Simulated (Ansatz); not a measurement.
# Response to strain in ZrGe

Consider ZrGe (space group Pnma, No. 62; a = 7.102 Å, b = 3.915 Å, c = 5.409 Å; a cell from a computed database, its experimental status unchecked). Axes: x, y, z lie along a, b, c of the conventional cell.

Strains are applied to the cell and any free atomic positions relax; under biaxial strain the out-of-plane vector relaxes too.

Level of theory: r2SCAN (Ansatz, a program for electronic structure; PAW; 500 eV plane waves; no spin-orbit coupling), earlier PAW set.

Notes on the quantities. pressure: mean of the normal stresses, compression positive.

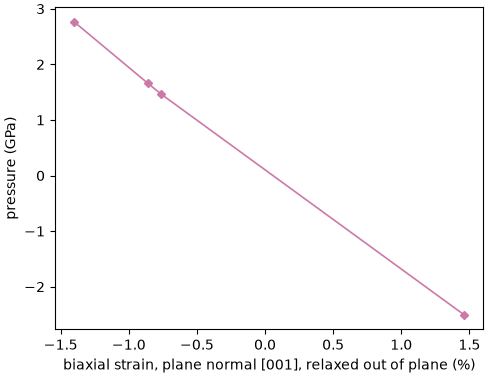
Figure: Pressure against biaxial strain, plane normal [001], relaxed out of plane

Question: From the plot, what is the pressure for biaxial strain −1.40 %, plane normal [001], relaxed out of plane?

Answer: About 2.8 GPa.

Question: Is the trend monotonic over the range shown?

Answer: Yes, it falls throughout, spanning -2.5 GPa to 2.8 GPa.

Without a gap, meshes like the base's 7×12×9 leave anisotropic stresses uncertain by several tenths of a GPa, and small strain energies with them. Whether these cells are dynamically stable was not tested. The final runs are not spin-polarised.
